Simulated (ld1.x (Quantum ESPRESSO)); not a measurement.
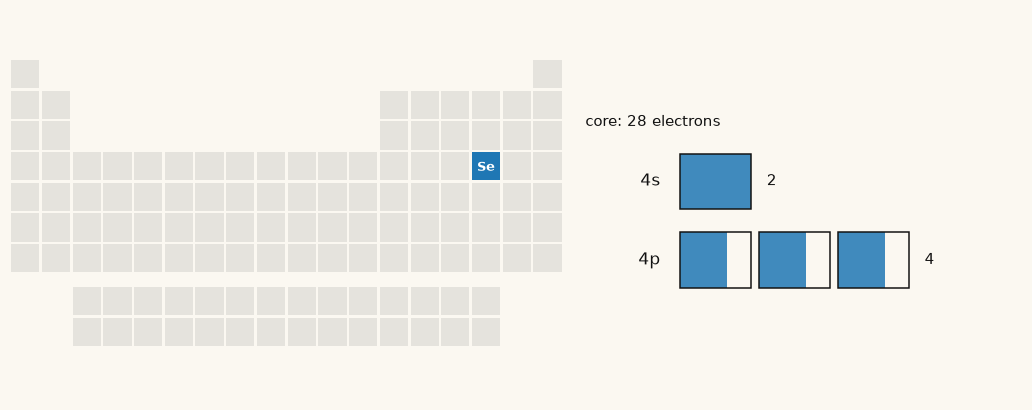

Left, the place of selenium in the periodic table; right, the valence shells of the reference configuration: a box for each of the 2l + 1 orbitals, shaded by the share of the shell that is filled, with the electron count at the right.

**Se: pseudopotential generation (part 1 of 2)**

Selenium (Se, Z = 34), core [Ar] 3d10, reference valence 4s2 4p4, valence charge 6. Computed at this level: RRKJ potential, LDA (PZ), scalar-relativistic, made with ld1.x (Quantum ESPRESSO) 7.5.

## Input
```
 &input
   title='Se', zed=34., rel=1, dft='PZ', iswitch=3,
   config='[Ar] 3d10 4s2 4p4',
   nld=2, rlderiv=2.05, eminld=-3.0, emaxld=5.0, deld=0.02
 /
 &inputp
   pseudotype=2, tm=.false., rho0=0.02, lloc=-1, rcloc=1.20,
   nlcc=.true., rcore=0.95,
   file_pseudopw='Se.UPF', file_wfcaegen='ae.wfc', file_wfcncgen='nc.wfc', file_beta='beta', file_chi='chi'
 /
2
4S  1  0   2.00   0.00  1.50  1.50  0.0
4P  2  1   4.00   0.00  1.90  1.90  0.0
 &test
   configts(1)='4s2 4p4'
 /
```

## Input of the test run
```
 &input
   title='Se', zed=34., rel=1, dft='PZ', iswitch=2,
   config='[Ar] 3d10 4s2 4p4'
 /
 &test
   file_pseudo='Se.UPF', nconf=10,
   configts(1)='4s2 4p4',
   configts(2)='4s2 4p3',
   configts(3)='4s2 4p2',
   configts(4)='4s2 4p1',
   configts(5)='4s2 4p3.5',
   configts(6)='4s1 4p5',
   configts(7)='4s2 4p4.3',
   configts(8)='4s1 4p4',
   configts(9)='4s2 4p4', lsdts(9)=1,
   configts(10)='4s2 4p3', lsdts(10)=1
 /
```

Run as:
```bash
ld1.x < Se.in > Se.out
```

## Output
```
     Program LD1 v.7.5
     --------------------------- All-electron run ----------------------------

     Se
     scalar relativistic calculation

     atomic number is 34.00
     dft =PZ   lsd =0 sic =0 latt =0  beta=0.20 tr2=1.0E-14
     Exchange-correlation= PZ
                           (   1   1   0   0   0   0   0)
     mesh =1211 r(mesh) =  99.34906 a.u. xmin = -7.00 dx = 0.01250
     1 Ry =  13.60569312 eV, c = 137.03599908

     n l     nl                  e(Ry)          e(Ha)          e(eV)
     1 0     1S 1( 2.00)      -917.5336      -458.7668    -12483.6809
     2 0     2S 1( 2.00)      -117.9444       -58.9722     -1604.7146
     2 1     2P 1( 6.00)      -103.8482       -51.9241     -1412.9274
     3 0     3S 1( 2.00)       -15.6306        -7.8153      -212.6652
     3 1     3P 1( 6.00)       -11.2234        -5.6117      -152.7024
     3 2     3D 1(10.00)        -3.9239        -1.9619       -53.3868
     4 0     4S 1( 2.00)        -1.2852        -0.6426       -17.4855
     4 1     4P 1( 4.00)        -0.4896        -0.2448        -6.6608

     final scf error:  6.2E-15 reached in  25 iterations

     Etot =   -4853.574020 Ry,   -2426.787010 Ha,  -66036.238660 eV

     Ekin =    4950.988152 Ry,    2475.494076 Ha,   67361.625452 eV
     Encl =  -11707.512851 Ry,   -5853.756426 Ha, -159288.827085 eV
     Eh   =    2072.104553 Ry,    1036.052276 Ha,   28192.418660 eV
     Exc  =    -169.153873 Ry,     -84.576937 Ha,   -2301.455687 eV

     normalization and overlap integrals

     s(1S/1S) =  1.000000  <r> =   0.0441  <r2> =    0.0026  r(max) =   0.0287
     s(2S/2S) =  1.000000  <r> =   0.1962  <r2> =    0.0454  r(max) =   0.1651
     s(2P/2P) =  1.000000  <r> =   0.1713  <r2> =    0.0359  r(max) =   0.1318
     s(3S/3S) =  1.000000  <r> =   0.5752  <r2> =    0.3812  r(max) =   0.5021
     s(3P/3P) =  1.000000  <r> =   0.5904  <r2> =    0.4093  r(max) =   0.5021
     s(3D/3D) =  1.000000  <r> =   0.6311  <r2> =    0.4989  r(max) =   0.4487
     s(4S/4S) =  1.000000  <r> =   1.7891  <r2> =    3.6858  r(max) =   1.5085
     s(4P/4P) =  1.000000  <r> =   2.2974  <r2> =    6.2508  r(max) =   1.7970

     ------------------------ End of All-electron run ------------------------

     --------------------- Generating NC pseudopotential ---------------------

      Generating local potential from pseudized AE potential:
      Matching radius rcloc =   1.2000

      Local pseudo, rcloc= 1.190 Estimated cut-off energy=    17.36 Ry

      Computing core charge for nlcc:

       r > 0.96 : true rho core
       r < 0.96 : rho core = a sin(br)/r    a=  17.20  b=   2.74

      Integrated core pseudo-charge :   8.31

      Wfc   4S  rcut= 1.490  Estimated cut-off energy=       19.95 Ry
      Using 4 Bessel functions for this wfc, rho(0) = 0.020
      This function has    0 nodes for 0 < r <    1.490

      Wfc   4P  rcut= 1.913  Estimated cut-off energy=       47.66 Ry
      This function has    0 nodes for 0 < r <    1.913

     ------------------- End of pseudopotential generation -------------------

     --------------------------- All-electron run ----------------------------

     Se
     scalar relativistic calculation

     atomic number is 34.00
     dft =PZ   lsd =0 sic =0 latt =0  beta=0.20 tr2=1.0E-14
     Exchange-correlation= PZ
                           (   1   1   0   0   0   0   0)
     mesh =1211 r(mesh) =  99.34906 a.u. xmin = -7.00 dx = 0.01250
     1 Ry =  13.60569312 eV, c = 137.03599908

     n l     nl                  e(Ry)          e(Ha)          e(eV)
     1 0     1S 1( 2.00)      -917.5336      -458.7668    -12483.6809
     2 0     2S 1( 2.00)      -117.9444       -58.9722     -1604.7146
     2 1     2P 1( 6.00)      -103.8482       -51.9241     -1412.9274
     3 0     3S 1( 2.00)       -15.6306        -7.8153      -212.6652
     3 1     3P 1( 6.00)       -11.2234        -5.6117      -152.7024
     3 2     3D 1(10.00)        -3.9239        -1.9619       -53.3868
     4 0     4S 1( 2.00)        -1.2852        -0.6426       -17.4855
     4 1     4P 1( 4.00)        -0.4896        -0.2448        -6.6608

     final scf error:  6.2E-15 reached in  25 iterations

     Etot =   -4853.574020 Ry,   -2426.787010 Ha,  -66036.238660 eV

     Ekin =    4950.988152 Ry,    2475.494076 Ha,   67361.625452 eV
     Encl =  -11707.512851 Ry,   -5853.756426 Ha, -159288.827085 eV
     Eh   =    2072.104553 Ry,    1036.052276 Ha,   28192.418660 eV
     Exc  =    -169.153873 Ry,     -84.576937 Ha,   -2301.455687 eV

     normalization and overlap integrals

     s(1S/1S) =  1.000000  <r> =   0.0441  <r2> =    0.0026  r(max) =   0.0287
     s(2S/2S) =  1.000000  <r> =   0.1962  <r2> =    0.0454  r(max) =   0.1651
     s(2P/2P) =  1.000000  <r> =   0.1713  <r2> =    0.0359  r(max) =   0.1318
     s(3S/3S) =  1.000000  <r> =   0.5752  <r2> =    0.3812  r(max) =   0.5021
     s(3P/3P) =  1.000000  <r> =   0.5904  <r2> =    0.4093  r(max) =   0.5021
     s(3D/3D) =  1.000000  <r> =   0.6311  <r2> =    0.4989  r(max) =   0.4487
     s(4S/4S) =  1.000000  <r> =   1.7891  <r2> =    3.6858  r(max) =   1.5085
     s(4P/4P) =  1.000000  <r> =   2.2974  <r2> =    6.2508  r(max) =   1.7970

     ------------------------ End of All-electron run ------------------------

     Computing logarithmic derivative in   2.04912
     Computing logarithmic derivative in   2.04912
     Computing the partial wave expansion
     R is outside the sphere for l=    0 j= 0.00
     R is outside the sphere for l=    1 j= 0.00

     ---------------------- Testing the pseudopotential ----------------------

     Se
     scalar relativistic calculation

     atomic number is 34.00   valence charge is  6.00
     dft =PZ   lsd =0 sic =0 latt =0  beta=0.20 tr2=1.0E-14
     mesh =1211 r(mesh) =  99.34906 xmin = -7.00 dx = 0.01250

     n l     nl             e AE (Ry)        e PS (Ry)    De AE-PS (Ry)
     1 0     4S   1( 2.00)       -1.28516       -1.28517        0.00001
     2 1     4P   1( 4.00)       -0.48956       -0.48956        0.00000

     eps = 9.4E-15  iter =  3

     Etot =   -4853.574020 Ry,   -2426.787010 Ha,  -66036.238660 eV
     Etotps =   -33.648843 Ry,     -16.824422 Ha,    -457.815835 eV

     Ekin =       6.274396 Ry,       3.137198 Ha,      85.367512 eV
     Encl =     -39.920352 Ry,     -19.960176 Ha,    -543.144053 eV
     Ehrt =      15.323599 Ry,       7.661799 Ha,     208.488180 eV
     Ecxc =     -19.461622 Ry,      -9.730811 Ha,    -264.788856 eV
     (Ecc =     -14.679553 Ry,      -7.339777 Ha,    -199.725494 eV)
     Epseu=       4.135135 Ry,       2.067568 Ha,      56.261382 eV

     ---------------------- End of pseudopotential test ----------------------
```

## Output of the test run (extracts)
```
     ---------------------- Testing the pseudopotential ----------------------

     Se
     scalar relativistic calculation

     atomic number is 34.00   valence charge is  6.00
     dft =PZ   lsd =0 sic =0 latt =0  beta=0.20 tr2=1.0E-14
     mesh =1211 r(mesh) =  99.34906 xmin = -7.00 dx = 0.01250

     n l     nl             e AE (Ry)        e PS (Ry)    De AE-PS (Ry)
     1 0     4S   1( 2.00)       -1.28516       -1.28517        0.00001
     2 1     4P   1( 4.00)       -0.48956       -0.48956        0.00000

     eps = 2.1E-15  iter = 12

     Etot =   -4853.574020 Ry,   -2426.787010 Ha,  -66036.238661 eV
     Etotps =   -33.648843 Ry,     -16.824421 Ha,    -457.815827 eV

     Ekin =       6.274397 Ry,       3.137199 Ha,      85.367526 eV
     Encl =     -39.920352 Ry,     -19.960176 Ha,    -543.144063 eV
     Ehrt =      15.323599 Ry,       7.661799 Ha,     208.488185 eV
     Ecxc =     -19.461622 Ry,      -9.730811 Ha,    -264.788858 eV
     (Ecc =     -14.679553 Ry,      -7.339777 Ha,    -199.725494 eV)
     Epseu=       4.135135 Ry,       2.067568 Ha,      56.261383 eV

     ---------------------- End of pseudopotential test ----------------------

     ---------------------- Testing the pseudopotential ----------------------

     Se
     scalar relativistic calculation

     atomic number is 34.00   valence charge is  6.00
     dft =PZ   lsd =0 sic =0 latt =0  beta=0.20 tr2=1.0E-14
     mesh =1211 r(mesh) =  99.34906 xmin = -7.00 dx = 0.01250

     n l     nl             e AE (Ry)        e PS (Ry)    De AE-PS (Ry)
     1 0     4S   1( 2.00)       -1.99043       -1.99128        0.00085
     2 1     4P   1( 3.00)       -1.14576       -1.14617        0.00042

     eps = 7.6E-16  iter =  9

     Etot =   -4852.764894 Ry,   -2426.382447 Ha,  -66025.229941 eV
     Etotps =   -32.839459 Ry,     -16.419729 Ha,    -446.803598 eV
     dEtot_ae =       0.809126 Ry
     dEtot_ps =       0.809384 Ry,   Delta E=      -0.000258 Ry

     Ekin =       5.805426 Ry,       2.902713 Ha,      78.986850 eV
     Encl =     -35.215160 Ry,     -17.607580 Ha,    -479.126665 eV
     Ehrt =      11.455868 Ry,       5.727934 Ha,     155.865029 eV
     Ecxc =     -18.860284 Ry,      -9.430142 Ha,    -256.607230 eV
     (Ecc =     -14.679553 Ry,      -7.339777 Ha,    -199.725494 eV)
     Epseu=       3.974690 Ry,       1.987345 Ha,      54.078419 eV

     ---------------------- End of pseudopotential test ----------------------

     ---------------------- Testing the pseudopotential ----------------------

     Se
     scalar relativistic calculation

     atomic number is 34.00   valence charge is  6.00
     dft =PZ   lsd =0 sic =0 latt =0  beta=0.20 tr2=1.0E-14
     mesh =1211 r(mesh) =  99.34906 xmin = -7.00 dx = 0.01250

     n l     nl             e AE (Ry)        e PS (Ry)    De AE-PS (Ry)
     1 0     4S   1( 2.00)       -2.78636       -2.78918        0.00283
     2 1     4P   1( 2.00)       -1.88946       -1.89155        0.00209

     eps = 1.3E-17  iter =  9

     Etot =   -4851.253885 Ry,   -2425.626942 Ha,  -66004.671617 eV
     Etotps =   -31.327095 Ry,     -15.663547 Ha,    -426.226838 eV
     dEtot_ae =       2.320135 Ry
     dEtot_ps =       2.321748 Ry,   Delta E=      -0.001613 Ry

     Ekin =       5.047561 Ry,       2.523781 Ha,      68.675571 eV
     Encl =     -29.685781 Ry,     -14.842890 Ha,    -403.895625 eV
     Ehrt =       7.823970 Ry,       3.911985 Ha,     106.450529 eV
     Ecxc =     -18.157733 Ry,      -9.078867 Ha,    -247.048548 eV
     (Ecc =     -14.679553 Ry,      -7.339777 Ha,    -199.725494 eV)
     Epseu=       3.644888 Ry,       1.822444 Ha,      49.591234 eV

     ---------------------- End of pseudopotential test ----------------------

     ---------------------- Testing the pseudopotential ----------------------

     Se
     scalar relativistic calculation

     atomic number is 34.00   valence charge is  6.00
     dft =PZ   lsd =0 sic =0 latt =0  beta=0.20 tr2=1.0E-14
     mesh =1211 r(mesh) =  99.34906 xmin = -7.00 dx = 0.01250

     n l     nl             e AE (Ry)        e PS (Ry)    De AE-PS (Ry)
     1 0     4S   1( 2.00)       -3.65173       -3.65823        0.00650  !
     2 1     4P   1( 1.00)       -2.70115       -2.70733        0.00619  !

     eps = 4.1E-16  iter =  7

     Etot =   -4848.963964 Ry,   -2424.481982 Ha,  -65973.515664 eV
     Etotps =   -29.032948 Ry,     -14.516474 Ha,    -395.013384 eV
     dEtot_ae =       4.610055 Ry
     dEtot_ps =       4.615894 Ry,   Delta E=      -0.005839 Ry

     Ekin =       4.004280 Ry,       2.002140 Ha,      54.481002 eV
     Encl =     -23.455616 Ry,     -11.727808 Ha,    -319.129913 eV
     Ehrt =       4.689144 Ry,       2.344572 Ha,      63.799055 eV
     Ecxc =     -17.385123 Ry,      -8.692561 Ha,    -236.536647 eV
     (Ecc =     -14.679553 Ry,      -7.339777 Ha,    -199.725494 eV)
     Epseu=       3.114367 Ry,       1.557183 Ha,      42.373120 eV

     ---------------------- End of pseudopotential test ----------------------

     ---------------------- Testing the pseudopotential ----------------------

     Se
     scalar relativistic calculation

     atomic number is 34.00   valence charge is  6.00
     dft =PZ   lsd =0 sic =0 latt =0  beta=0.20 tr2=1.0E-14
     mesh =1211 r(mesh) =  99.34906 xmin = -7.00 dx = 0.01250

     n l     nl             e AE (Ry)        e PS (Ry)    De AE-PS (Ry)
     1 0     4S   1( 2.00)       -1.62460       -1.62492        0.00031
     2 1     4P   1( 3.50)       -0.80506       -0.80517        0.00011

     eps = 3.6E-15  iter = 12

     Etot =   -4853.251556 Ry,   -2426.625778 Ha,  -66031.851320 eV
     Etotps =   -33.326317 Ry,     -16.663158 Ha,    -453.427637 eV
     dEtot_ae =       0.322464 Ry
     dEtot_ps =       0.322526 Ry,   Delta E=      -0.000062 Ry

     Ekin =       6.076426 Ry,       3.038213 Ha,      82.673987 eV
     Encl =     -37.682458 Ry,     -18.841229 Ha,    -512.695960 eV
     Ehrt =      13.381500 Ry,       6.690750 Ha,     182.064583 eV
     Ecxc =     -19.176171 Ry,      -9.588085 Ha,    -260.905092 eV
     (Ecc =     -14.679553 Ry,      -7.339777 Ha,    -199.725494 eV)
     Epseu=       4.074386 Ry,       2.037193 Ha,      55.434846 eV

     ---------------------- End of pseudopotential test ----------------------

     ---------------------- Testing the pseudopotential ----------------------

     Se
     scalar relativistic calculation

     atomic number is 34.00   valence charge is  6.00
     dft =PZ   lsd =0 sic =0 latt =0  beta=0.20 tr2=1.0E-14
     mesh =1211 r(mesh) =  99.34906 xmin = -7.00 dx = 0.01250

     n l     nl             e AE (Ry)        e PS (Ry)    De AE-PS (Ry)
     1 0     4S   1( 1.00)       -1.34637       -1.34770        0.00133
     2 1     4P   1( 5.00)       -0.53416       -0.53431        0.00015

     eps = 5.7E-15  iter = 17

     Etot =   -4852.770045 Ry,   -2426.385023 Ha,  -66025.300033 eV
     Etotps =   -32.844167 Ry,     -16.422083 Ha,    -446.867657 eV
     dEtot_ae =       0.803974 Ry
     dEtot_ps =       0.804676 Ry,   Delta E=      -0.000701 Ry

     Ekin =       6.809085 Ry,       3.404543 Ha,      92.642322 eV
     Encl =     -38.994775 Ry,     -19.497387 Ha,    -530.550936 eV
     Ehrt =      15.026080 Ry,       7.513040 Ha,     204.440235 eV
     Ecxc =     -19.323877 Ry,      -9.661939 Ha,    -262.914745 eV
     (Ecc =     -14.679553 Ry,      -7.339777 Ha,    -199.725494 eV)
     Epseu=       3.639320 Ry,       1.819660 Ha,      49.515468 eV

     ---------------------- End of pseudopotential test ----------------------
```

(Continued in part 2.) Outcome of the run: generated, with a ghost state.
